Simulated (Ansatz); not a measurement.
# Calculations on Si2H5OF3

### Relaxation

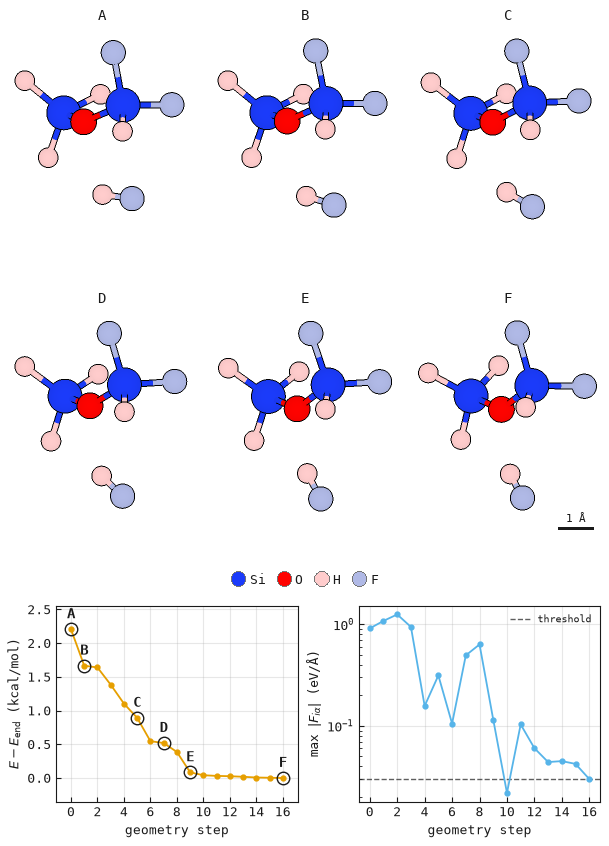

Frames of a relaxation of Si$_{2}$H$_{5}$OF$_{3}$, marked on the history of the run. Style: ball-and-stick. Shown from a free direction.

The run prepares an end point of a later path (reaction) calculation, from a guessed geometry.

These are results of RHF/def2-SVP (Ansatz), not measurements. (no spin polarisation; force threshold 0.03 eV/Å; at most 50 steps)

Question: Describe the path.

Answer: The atom that moves furthest after the best rigid fit is an F atom (0.67 Å). By element the largest moves are F 0.67 Å, H 0.47 Å, O 0.40 Å, Si 0.12 Å. Some distances before and after: O–Si 1.650 → 1.627 Å, O–Si 1.665 → 1.679 Å, H–Si 1.478 → 1.474 Å. Bond angles that change, for instance: H–Si–F 112.9° → 110.7°, Si–O–Si 143.2° → 141.0°. Groups turn about O–Si by about 45°, O–Si by about 25°. After 16 geometry steps the energy has fallen by 2.21 kcal/mol. The largest force component goes from 0.91 to 0.03 eV/Å. The forces were under the threshold at step 10, but the run went on from there. From step 0 to 1: an F atom moves most (0.19 Å), energy −0.54 kcal/mol. From step 1 to 5: an F atom moves most (0.16 Å), energy −0.77 kcal/mol. From step 5 to 7: an F atom moves most (0.23 Å), energy −0.37 kcal/mol. From step 7 to 9: an H atom moves most (0.17 Å), energy −0.43 kcal/mol. From step 9 to 16: an H atom moves most (0.22 Å), energy −0.08 kcal/mol.

Limits of the set-up: the start holds two separate molecules, 2.2 Å apart at their closest, whose relative position is a soft coordinate and is computed without a dispersion correction; Hartree-Fock leaves out electron correlation.

### Relaxation

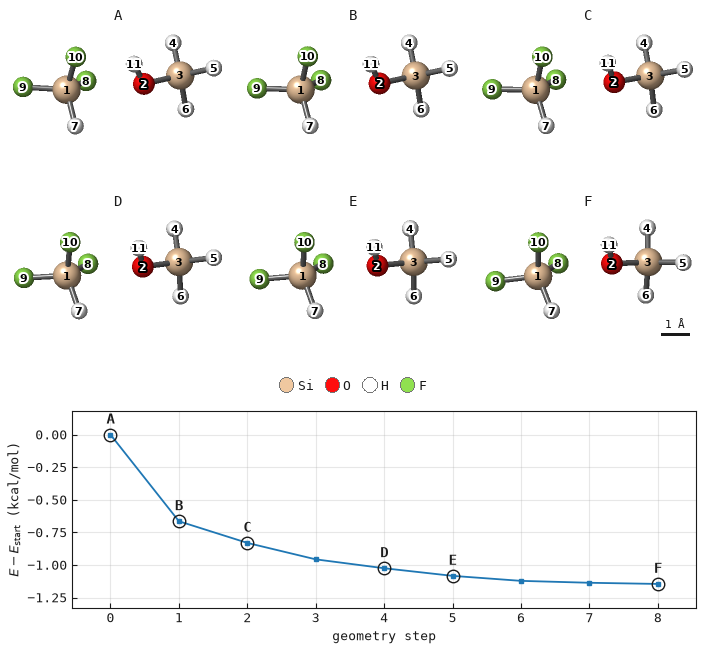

Frames of a relaxation of Si2H5OF3, marked on the history of the run. The picture is a ball-and-stick view, seen from a free direction.

The run prepares an end point of a later path (reaction) calculation, from a guessed geometry.

Theory: RHF/def2-SVP (Ansatz 0.2.0). Set-up: no spin polarisation; force threshold 0.03 eV/Å; at most 50 steps.

What happens along the run?

The energy falls by 1.15 kcal/mol in 8 geometry steps. The largest force component goes from 1.1 to 0.029 eV/Å. H6 moves most after the best rigid fit: 0.37 Å. Largest moves by element: H 0.37 Å, F 0.34 Å, O 0.24 Å, Si 0.08 Å. Near-neighbour distances that change, for instance: O2–H11 0.968 → 0.946 Å, O2–Si3 1.658 → 1.667 Å. From step 0 to 1: F10 moves most (0.11 Å), energy −0.66 kcal/mol. From step 1 to 2: H11 moves most (0.11 Å), energy −0.17 kcal/mol. From step 2 to 4: H6 moves most (0.13 Å), energy −0.19 kcal/mol. From step 4 to 5: H6 moves most (0.07 Å), energy −0.06 kcal/mol. From step 5 to 8: H5 moves most (0.12 Å), energy −0.06 kcal/mol.

```json
{"step": "0", "E − E(0), kcal/mol": "0.00", "largest force component, eV/Å": "1.1277"}
{"step": "1", "E − E(0), kcal/mol": "-0.66", "largest force component, eV/Å": "0.3029"}
{"step": "2", "E − E(0), kcal/mol": "-0.83", "largest force component, eV/Å": "0.1864"}
{"step": "3", "E − E(0), kcal/mol": "-0.96", "largest force component, eV/Å": "0.1641"}
{"step": "4", "E − E(0), kcal/mol": "-1.03", "largest force component, eV/Å": "0.1437"}
{"step": "5", "E − E(0), kcal/mol": "-1.08", "largest force component, eV/Å": "0.1135"}
{"step": "6", "E − E(0), kcal/mol": "-1.12", "largest force component, eV/Å": "0.0563"}
{"step": "7", "E − E(0), kcal/mol": "-1.14", "largest force component, eV/Å": "0.0469"}
{"step": "8", "E − E(0), kcal/mol": "-1.15", "largest force component, eV/Å": "0.0291"}
```

Limits of the set-up: Hartree-Fock leaves out electron correlation.

### Path

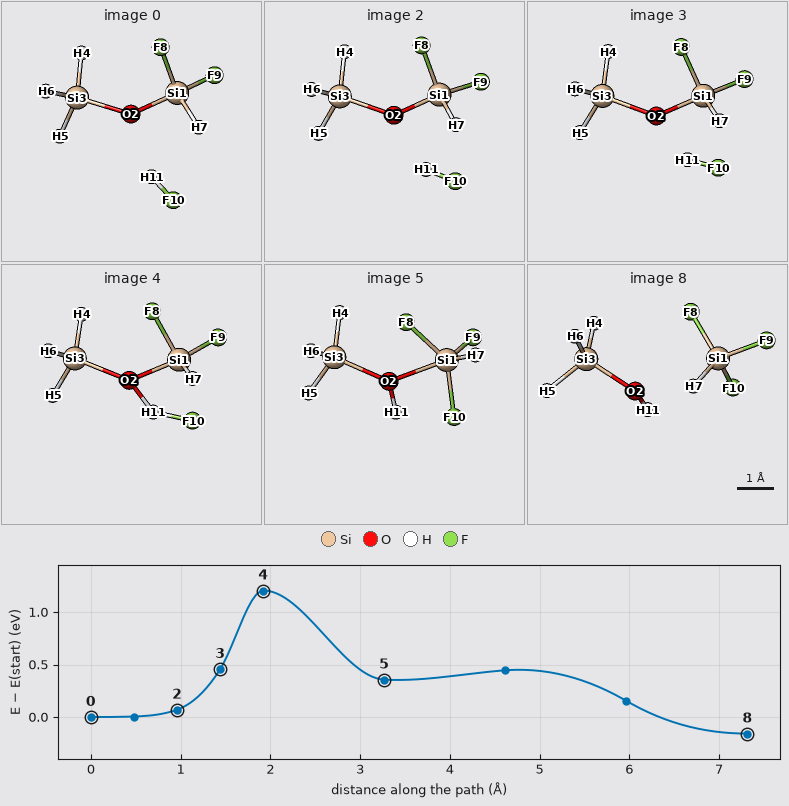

A search for the minimum-energy path of Si$_{2}$H$_{5}$OF$_{3}$ by the nudged elastic band. Images are numbered from 0 (start) to 8 (end). Style: ball-and-stick. Shown at a tilt.

Method: RHF/def2-SVP in Ansatz. Run with 7 movable images; climbing image; force threshold 0.05 eV/Å; iteration limit 60; starting path through a guess of the saddle point.

Q: Describe the mechanism and the energy profile.

A: The highest point, image 4, lies 1.21 eV above the start and 1.36 eV above the end; the end is at −0.16 eV relative to the start. The profile has 2 maxima (images 4, 6) with a dip at image 5 (+0.36 eV), so the process runs in steps. The path has more than one stage, and so few images may leave a stage unresolved. Breaking: F10–H11 (0.91 → 1.19 at the top → 2.57 Å), Si1–O2 (1.63 → 1.75 at the top → 2.79 Å). Forming: O2–H11 (1.93 → 1.14 at the top → 0.95 Å), Si1–F10 (3.32 → 1.91 at the top → 1.59 Å). The band converged in 36 iterations. The largest component of the band force went from 39 to 0.048 eV/Å. The climbing image converged on the top of the path. Its vibrational analysis gives one imaginary mode (1352i cm⁻¹), as a transition state must have.

Limits of the set-up: Hartree-Fock leaves out electron correlation.
